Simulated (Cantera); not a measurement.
Feed: 1 mol H₂O, 1.8 mol N₂, equilibrated at 5.00 bar.

Equilibrium computed with Cantera from the NASA thermochemical tables; the gas is ideal and each condensed phase is pure. Candidate condensed phases: H₂O; 24 gas species. Rates play no part.

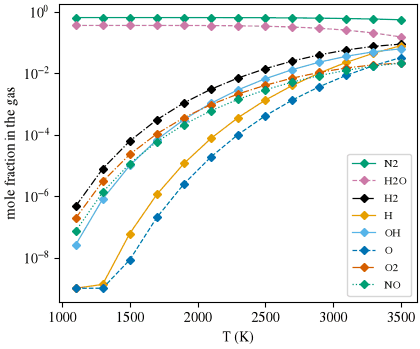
Figure: Equilibrium gas composition (values under 1e-9 drawn at 1e-9)

**Question.** Read off the mole fractions at 2698 K.

**Answer.** N₂ about 0.63, H₂O about 0.32, H₂ about 0.025, OH about 0.013, O₂ about 0.0069, NO about 0.0051, H about 0.0040, O about 0.0013.
